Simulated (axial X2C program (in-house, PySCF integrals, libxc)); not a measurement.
# NH⁺: EOM-EA-CCSD levels

Wanted for NH⁺: EOM-EA-CCSD levels, at the two-component level.

Program: an in-house X2C program for linear molecules on PySCF integrals. Level of theory: two-component X2C with atomic mean-field terms, N dyall-av3z, H dyall-av3z. These are calculated values, not measurements.

## (1) Input

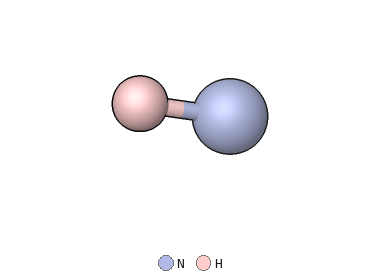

The two atoms at 1.030 Å (nitrogen light blue, hydrogen pink).

task.json reads:

```json
{"zs": [7, 1], "q": 1, "bas": ["dyall-av3z", "dyall-av3z"], "r0": 1.03, "eom": "ea", "thr": -2.0, "nmax": 92, "grid": [1, 0.96, 1.045, 0.92, 1.09, 1.15]}
```

Keys: zs atomic numbers; q charge; bas basis sets; r0 starting distance in Å; eom kind of EOM run; thr threshold in hartree for freezing inner shells (an s shell follows its p shell); nmax most natural virtual spinors; grid distances as factors.

Started as:

```bash
$ python soeom.py task.json out
```

Nuclei are Gaussian, cores are contracted, and the Gaunt term is on.

## (2) EOM-EA-CCSD at 1.100 Å

Reference: the closed shell NH²⁺; 4 electrons correlated, 92 virtual spinors; roots sought by Ω: 1/2: 5, 3/2: 4, 5/2: 2, 7/2: 1.

Output:

```text
two-component X2C + atomic mean field  HF
basis functions 83  fitting functions 417  grid points 4341
iter        total energy     max residual
   1        -53.569190143     6.09e-02
   2        -53.572851808     4.11e-03
   3        -53.572968719     1.01e-03
   4        -53.572970675     1.92e-04
   5        -53.572970857     1.08e-04
   6        -53.572970981     1.09e-04
   7        -53.572971276     1.91e-04
   8        -53.572971535     1.67e-04
   9        -53.572971664     6.60e-05
  10        -53.572971683     9.22e-06
  11        -53.572971684     3.98e-07
converged
one-electron -72.85534846  Coulomb 22.05438179  exact exchange -6.13689475  xc functional 0.00000000  nuclear repulsion 3.36749134  atomic mean-field constant -0.00260161
correlated 4  virtual 150  natural virtual 92  E(MP2) -0.095963453  MP2 remainder -0.002462119
iter   CCSD correlation   residual
   1     -0.112595685   1.08e-01
   2     -0.124629458   5.90e-02
   3     -0.125809754   2.27e-02
   4     -0.126269376   1.11e-02
   5     -0.126335575   4.80e-03
   6     -0.126356479   1.51e-03
   7     -0.126372026   3.47e-04
   8     -0.126366529   2.24e-04
   9     -0.126366574   2.13e-04
  10     -0.126366150   2.07e-04
  11     -0.126369300   1.65e-04
  12     -0.126369329   9.00e-05
  13     -0.126368462   7.11e-05
  14     -0.126368329   4.17e-05
  15     -0.126369101   1.64e-05
  16     -0.126369348   6.58e-06
  17     -0.126369298   2.43e-06
  18     -0.126369243   9.14e-07
  19     -0.126369223   3.98e-07
  20     -0.126369217   2.80e-07
(T) -0.002209640  T1 0.0141  D1 0.0189  max T2 0.116
EOM-EA-CCSD roots
2*Omega      energy/Eh   energy/eV  one-particle weight
    1      -0.97842925    -26.6244      0.944
    1      -0.88277028    -24.0214      0.000
    1      -0.73007632    -19.8664      0.000
    1      -0.72964475    -19.8546      0.000
    1      -0.52136513    -14.1871      0.957
    3      -0.97806824    -26.6146      0.944
    3      -0.88274567    -24.0207      0.000
    3      -0.76557113    -20.8323      0.001
    3      -0.47990687    -13.0589      0.000
    5      -0.76556527    -20.8321      0.001
    5      -0.47612170    -12.9559      0.000
    7      -0.26230762     -7.1378      0.000
```

T1 in the output is the amplitude norm over the root of the electron number; divide by √2 for the Lee–Taylor value.

```
  Ω  binding energy (eV)  above lowest (cm⁻¹)                        spinor  weight
1/2               26.624                    0    88% N pπ, 6% H dπ, 6% H pπ    0.94
3/2               26.615                   80    88% N pπ, 6% H dπ, 6% H pπ    0.94
1/2               14.187               100310  41% H sσ, 18% H pσ, 14% N pσ    0.96
```

Wall time 2.3 s (1 thread of Arm Neoverse V2, shared host); peak memory 0.46 GiB.

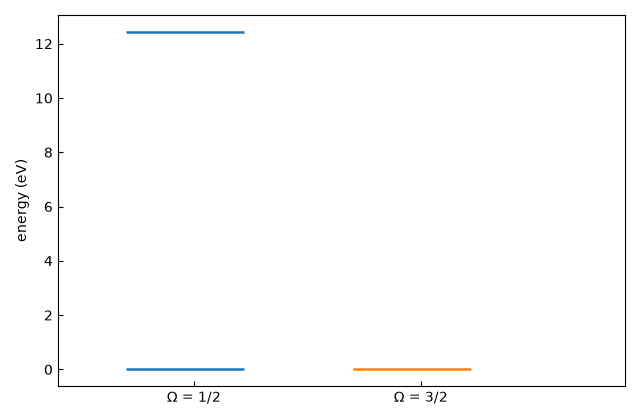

The roots by Ω, from the lowest.

## (3) EOM-EA-CCSD at 1.056 Å

| Ω | binding energy (eV) | above lowest (cm⁻¹) | spinor | weight |
| --- | --- | --- | --- | --- |
| 1/2 | 26.800 | 0 | 87% N pπ, 7% H pπ, 7% H dπ | 0.95 |
| 3/2 | 26.790 | 80 | 87% N pπ, 7% H pπ, 7% H dπ | 0.95 |
| 1/2 | 13.736 | 105370 | 40% H sσ, 19% H pσ, 15% N sσ | 0.96 |

Run time: 2.3 s. Hardware: 1 thread of Arm Neoverse V2, shared host; peak memory 0.46 GiB.

## (4) EOM-EA-CCSD at 1.149 Å

```
  Ω  binding energy (eV)  above lowest (cm⁻¹)                        spinor  weight
1/2               26.423                    0                      89% N pπ    0.94
3/2               26.414                   70                      89% N pπ    0.94
1/2               14.691                94620  43% H sσ, 16% H pσ, 15% N pσ    0.96
```

Wall time 2.3 s (1 thread of Arm Neoverse V2, shared host); peak memory 0.48 GiB.

## (5) EOM-EA-CCSD at 1.012 Å

```csv
Ω,binding energy (eV),above lowest (cm⁻¹),spinor,weight
1/2,26.974,0,"85% N pπ, 8% H pπ, 7% H dπ",0.95
3/2,26.964,80,"85% N pπ, 8% H pπ, 7% H dπ",0.95
1/2,13.298,110300,"39% H sσ, 20% H pσ, 18% N sσ",0.96
```

It took 2.2 s on 1 thread of Arm Neoverse V2, shared host; peak memory 0.49 GiB.

## (6) EOM-EA-CCSD at 1.199 Å

```
  Ω  binding energy (eV)  above lowest (cm⁻¹)                        spinor  weight
1/2               26.219                    0                      90% N pπ    0.93
3/2               26.213                   50                      90% N pπ    0.93
1/2               15.167                89140  45% H sσ, 15% N pσ, 14% H pσ    0.93
```

It took 2.4 s on 1 thread of Arm Neoverse V2, shared host; peak memory 0.49 GiB.

## (7) EOM-EA-CCSD at 1.265 Å

```csv
Ω,binding energy (eV),above lowest (cm⁻¹),spinor,weight
1/2,25.952,0,91% N pπ,0.93
3/2,25.946,50,91% N pπ,0.93
1/2,15.731,82440,"49% H sσ, 16% N pσ, 12% H pσ",0.88
```

Wall time 2.6 s (1 thread of Arm Neoverse V2, shared host); peak memory 0.49 GiB.

## (8) Curves of the states

Energies in eV from the lowest point of the lowest state; states are followed by energy order within each Ω.

```csv
R (Å),(1)Ω=1/2,(1)Ω=3/2,(5)Ω=1/2
1.012,0.0522,0.0622,13.7280
1.056,0.0000,0.0099,13.0636
1.100,0.0182,0.0280,12.4556
1.149,0.1031,0.1122,11.8349
1.199,0.2385,0.2444,11.2902
1.265,0.4659,0.4717,10.6868
```

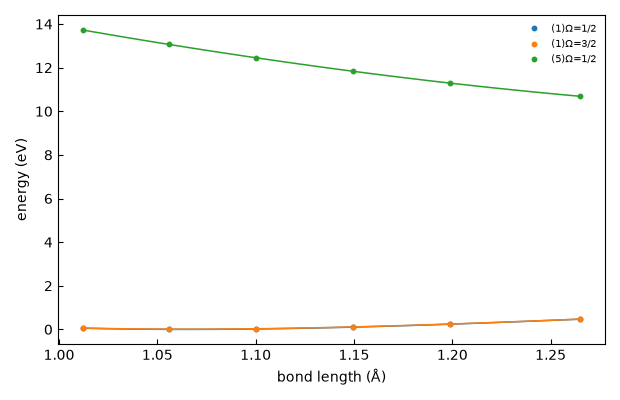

The states along the bond.

Constants where the minimum is well bracketed (masses 14.003 and 1.008 u):

```csv
state,Te (cm⁻¹),Re (Å),ωe (cm⁻¹)
(1)Ω=1/2,0,1.065,3162
(1)Ω=3/2,80,1.065,3154
```

## (9) Outcome

| quantity | value |
| --- | --- |
| lowest root at 1.100 Å | Ω = 1/2, 26.624 eV |
| next root led by one particle | Ω = 3/2, about 80 cm⁻¹ higher |
| T1 of the reference | 0.010 |
| lowest state, Re and ωe | 1.065 Å, 3162 cm⁻¹ |

What this shows: The added electron is bound by 26.62 eV in a spinor of 88% N pπ, 6% H dπ, 6% H pπ. Errors of 0.1 to 0.3 eV are usual at this size, and roots led by higher excitations are left out, so the list is incomplete, and low states of that kind can be missing.
